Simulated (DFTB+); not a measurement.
## Run report: CH₅NSZn, energy and gradient calculation

CH₅NSZn, computed with DFTB2, R-SCC (DFTB+ 25.1).

The geometry comes from this level: GFN2-xTB.

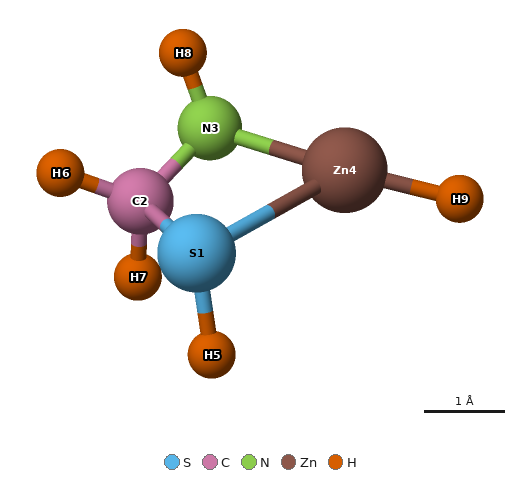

*The input geometry (ball-and-stick view, seen at a tilt; atoms are numbered from 1 in the order of the input). Sticks mark near contacts.*

Input file (dftb_in.hsd):
```
Geometry = GenFormat {
  <<< "geo.gen"
}

Hamiltonian = DFTB {
  SCC = Yes
  SlaterKosterFiles = Type2FileNames {
    Prefix = "slakos/"
    Separator = ""
    Suffix = ".spl"
    LowerCaseTypeName = Yes
  }
  MaxAngularMomentum = {
    S = "d"
    C = "p"
    N = "p"
    Zn = "d"
    H = "s"
  }
  Charge = 0
  MaxSCCIterations = 100
  Mixer = DIIS {}
}

Analysis = {
  PrintForces = Yes
}

Options = {
  WriteResultsTag = Yes
}

InputVersion = 25.1
```

File geo.gen:
```
9 C
S C N Zn H
   1  1      0.469090      1.279390     -0.944300
   2  2      0.902260     -0.374570      0.112970
   3  3     -0.063450     -0.569010      1.063810
   4  4     -1.623920      0.196010      0.293370
   5  5      0.280340      0.698410     -2.123850
   6  5      1.915670     -0.190940      0.471050
   7  5      0.893140     -1.105880     -0.692090
   8  5      0.259870     -0.258690      1.972480
   9  5     -3.032990      0.325270     -0.153450
```

Run on 1 thread of Intel Xeon (Granite Rapids), 32 GiB of memory available, shared host.

Command:
```bash
dftb+ > run.log
```

What the program printed:
```
|  DFTB+ development version (commit: a23bfb2)

Reading input file 'dftb_in.hsd'
Parser version: 14

--------------------------------------------------------------------------------
Reading SK-files:
./slakos/ss.spl
./slakos/sc.spl
./slakos/sn.spl
./slakos/szn.spl
./slakos/sh.spl
./slakos/cc.spl
./slakos/cn.spl
./slakos/czn.spl
./slakos/ch.spl
./slakos/nn.spl
./slakos/nzn.spl
./slakos/nh.spl
./slakos/znzn.spl
./slakos/znh.spl
./slakos/hh.spl
Done.

Processed input in HSD format written to 'dftb_pin.hsd'

Starting initialization...
--------------------------------------------------------------------------------
OpenMP threads:              1
Chosen random seed:          177982958
Current stacksize:           unlimited
Mode:                        Static calculation
Self consistent charges:     Yes
SCC-tolerance:                 0.100000E-04
Max. scc iterations:                    100
Shell resolved Hubbard:      No
Spin polarisation:           No
Nr. of up electrons:            16.000000
Nr. of down electrons:          16.000000
Periodic boundaries:         No
Electronic solver:           Relatively robust
Mixer:                       DIIS mixer
Mixing parameter:                  0.200000
Nr. of chrg. vectors to mix:              6
Max. SCC-cycles:                        100
Electronic temperature:              0.100000E-07 H      0.272114E-06 eV
Initial charges:             Set automatically (system chrg:   0.000E+00)
Included shells:             S:  s, p, d
                             C:  s, p
                             N:  s, p
                            Zn:  s, p, d
                             H:  s
Extra options:
                             Mulliken analysis
                             Force calculation
Force type                   original

--------------------------------------------------------------------------------

***  Geometry step: 0

 iSCC Total electronic   Diff electronic      SCC error
    1   -0.12862078E+02    0.00000000E+00    0.66134276E+00
    2   -0.12855473E+02   -0.12862078E+02    0.72653901E+00
    3   -0.12869507E+02    0.66049688E-02    0.39127044E+00
    4   -0.12877046E+02   -0.14034076E-01    0.14649965E+00
    5   -0.12878180E+02   -0.75388807E-02    0.84083127E-01
    6   -0.12878767E+02   -0.11345486E-02    0.33920331E-01
    7   -0.12878942E+02   -0.58657068E-03    0.47428494E-03
    8   -0.12878942E+02   -0.17542959E-03    0.19955361E-03
    9   -0.12878942E+02   -0.30362196E-07    0.14933032E-04
   10   -0.12878942E+02   -0.44609116E-08    0.82811539E-05

Total Energy:                      -12.6621061022 H         -344.5534 eV
Extrapolated to 0K:                -12.6621061022 H         -344.5534 eV
Total Mermin free energy:          -12.6621061022 H         -344.5534 eV
Force related energy:              -12.6621061022 H         -344.5534 eV

--------------------------------------------------------------------------------
--------------------------------------------------------------------------------
--------------------------------------------------------------------------------
Missing                                +       0.01 (100.0%)       0.01 (100.0%)
Total                                  =       0.01 (100.0%)       0.01 (100.0%)
--------------------------------------------------------------------------------
```

File detailed.out:
```
Fermi distribution function

Calculation with static geometry

********************************************************************************
 iSCC Total electronic   Diff electronic      SCC error
   10   -0.12878942E+02   -0.44609116E-08    0.82811539E-05
********************************************************************************

 Total charge:     0.00000000

 Atomic gross charges (e)
 Atom           Charge
    1      -0.26636173
    2       0.08750297
    3      -0.40671234
    4       0.41444918
    5       0.13128399
    6       0.04949503
    7       0.04068688
    8       0.16997223
    9      -0.22031620

Nr. of electrons (up):     32.00000000
Atom populations (up)
 Atom       Population
    1       6.26636173
    2       3.91249703
    3       5.40671234
    4      11.58555082
    5       0.86871601
    6       0.95050497
    7       0.95931312
    8       0.83002777
    9       1.22031620

l-shell populations (up)
 Atom Sh.   l       Population
    1   1   0       1.83014817
    1   2   1       4.40717840
    1   3   2       0.02903516
    2   1   0       1.23127964
    2   2   1       2.68121739
    3   1   0       1.45957564
    3   2   1       3.94713670
    4   1   0       0.99447680
    4   2   1       0.68402591
    4   3   2       9.90704810
    5   1   0       0.86871601
    6   1   0       0.95050497
    7   1   0       0.95931312
    8   1   0       0.83002777
    9   1   0       1.22031620

Orbital populations (up)
 Atom Sh.   l   m       Population  Label
    1   1   0   0       1.83014817  s
    1   2   1  -1       1.42669679  p_y
    1   2   1   0       1.20968075  p_z
    1   2   1   1       1.77080086  p_x
    1   3   2  -2       0.00535416  d_xy
    1   3   2  -1      -0.00057030  d_yz
    1   3   2   0       0.00614674  d_z2
    1   3   2   1       0.00747067  d_xz
    1   3   2   2       0.01063389  d_x2-y2
    2   1   0   0       1.23127964  s
    2   2   1  -1       0.85659318  p_y
    2   2   1   0       0.90385701  p_z
    2   2   1   1       0.92076720  p_x
    3   1   0   0       1.45957564  s
    3   2   1  -1       1.66793467  p_y
    3   2   1   0       1.05350428  p_z
    3   2   1   1       1.22569775  p_x
    4   1   0   0       0.99447680  s
    4   2   1  -1       0.17558528  p_y
    4   2   1   0       0.17092836  p_z
    4   2   1   1       0.33751228  p_x
    4   3   2  -2       1.98606937  d_xy
    4   3   2  -1       1.99594456  d_yz
    4   3   2   0       1.98990913  d_z2
    4   3   2   1       1.97278006  d_xz
    4   3   2   2       1.96234498  d_x2-y2
    5   1   0   0       0.86871601  s
    6   1   0   0       0.95050497  s
    7   1   0   0       0.95931312  s
    8   1   0   0       0.83002777  s
    9   1   0   0       1.22031620  s

Fermi level:                        -0.1319947830 H           -3.5918 eV
Band energy:                       -12.3351114177 H         -335.6555 eV
TS:                                  0.0000000000 H            0.0000 eV
Band free energy (E-TS):           -12.3351114177 H         -335.6555 eV
Extrapolated E(0K):                -12.3351114177 H         -335.6555 eV
Input / Output electrons (q):     32.0000000000     32.0000000000

Energy H0:                         -12.8957514093 H         -350.9113 eV
Energy SCC:                          0.0168090671 H            0.4574 eV
Total Electronic energy:           -12.8789423422 H         -350.4539 eV
Repulsive energy:                    0.2168362400 H            5.9004 eV
Total energy:                      -12.6621061022 H         -344.5534 eV
Extrapolated to 0:                 -12.6621061022 H         -344.5534 eV
Total Mermin free energy:          -12.6621061022 H         -344.5534 eV
Force related energy:              -12.6621061022 H         -344.5534 eV

Non-constrained calculation

SCC converged

Total Forces
    1     -0.001729799916      0.006275533625      0.012877581359
    2      0.009415644852      0.012582157965     -0.016753286341
    3     -0.021479525012      0.004694240134     -0.003035078892
    4     -0.004290572862     -0.006893246435      0.005529421567
    5     -0.001233443144     -0.004988804159     -0.013519179098
    6      0.009847443981     -0.003947734786      0.006495979042
    7      0.003747371089     -0.012418780222     -0.009210402517
    8      0.000895844143      0.002793585231      0.016745072168
    9      0.004827036869      0.001903048648      0.000869892714

Maximal derivative component:        0.214795E-01 au

Dipole moment:    0.35361171   -0.26320982    0.06753009 au
Dipole moment:    0.89879139   -0.66901267    0.17164439 Debye
```

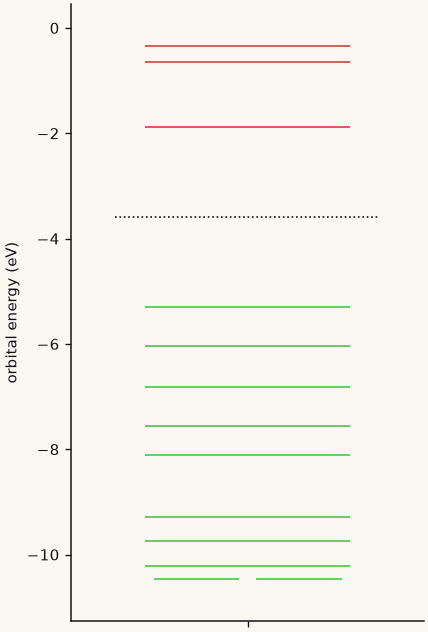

*Orbital energies near the frontier; the dotted line parts filled from empty levels, and levels within 0.02 eV of each other stand side by side.*

Highest filled −5.30 eV, lowest empty −1.88 eV, 3.42 eV apart.

Key numbers:

| quantity | value |
| --- | --- |
| outcome | converged |
| Mermin free energy | −12.662106 hartree |
| basis functions | 31 |
| largest force | 1.181 eV/Å |
| HOMO | −5.30 eV |
| LUMO | −1.88 eV |
| dipole moment | 1.13 D |
| peak memory | 0.071 GiB |

Settings chosen away from the usual ones: mixer.
